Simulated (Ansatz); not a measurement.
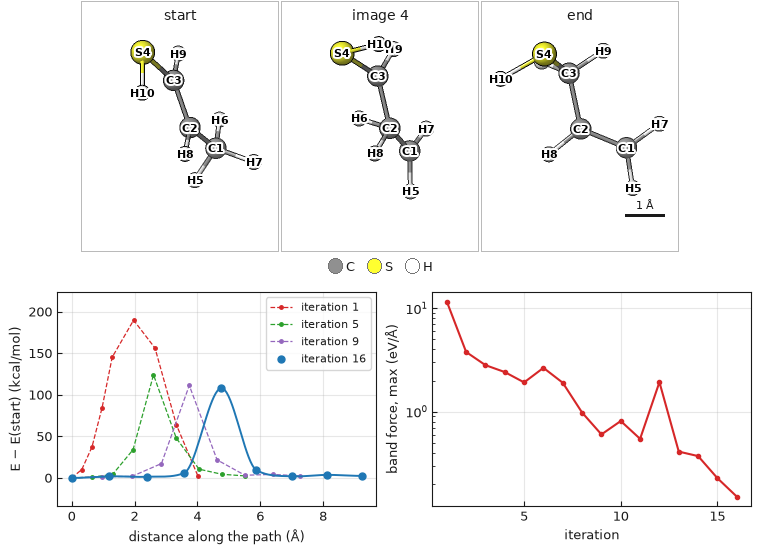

A nudged-elastic-band calculation for C$_{3}$H$_{6}$S. Images are numbered from 0 (start) to 8 (end). The plot follows the band through its iterations. Style: ball-and-stick. Shown from a free direction.

Level of theory: RHF/6-31G* (Ansatz 0.2.0). Set-up: 7 movable images; climbing image; force threshold 0.2 eV/Å; iteration limit 60; starting path through a guess of the saddle point.

### Did the band converge, and can the barrier be trusted?

The run is converged, with reservations. The band converged in 16 iterations. The largest component of the band force went from 12 to 0.15 eV/Å. The climbing image converged on the top of the path. Its curvatures weren't checked. The force threshold is loose. The first iteration put the highest image at 189.8 kcal/mol. Forward barrier 108.0 kcal/mol, backward barrier 105.5 kcal/mol, with image 4 at the top; the reaction energy is +2.5 kcal/mol.

The run took 2.7 min on 1 thread of AMD EPYC 7R43 64-Core Processor (Zen 3), with other jobs on the host, peak memory 0.15 GiB.
